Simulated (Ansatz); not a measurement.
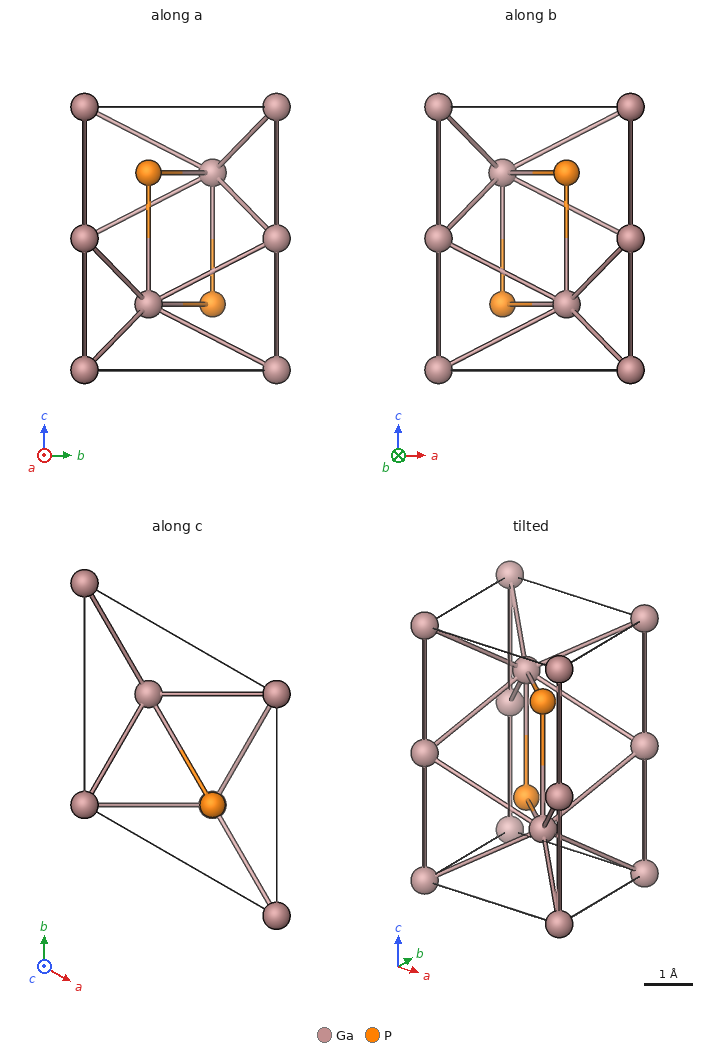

Ball-and-stick model, viewed along the a axis, along the b axis, along the c axis and slightly off an axis. The conventional unit cell is drawn as a box.

Lattice parameters: a = 4.682 Å, b = 4.682 Å, c = 5.555 Å, α = 90.00°, β = 90.00°, γ = 120.00°.

> Transcribe the picture into a table of Wyckoff sites.

Space group P6_3/mmc (No. 194).
| atom | site | x | y | z |
| --- | --- | --- | --- | --- |
| Ga | 2a | 0.0000 | 0.0000 | 0.5000 |
| Ga | 2d | 0.6667 | 0.3333 | 0.2500 |
| P | 2c | 0.6667 | 0.3333 | 0.7500 |

The structure was taken from a structure type filled with these elements by a generator (whether the compound takes this form wasn't checked). The geometry was optimised with DFT PBE, scalar-relativistic, plane waves, PAW (Ansatz 0.2.0).
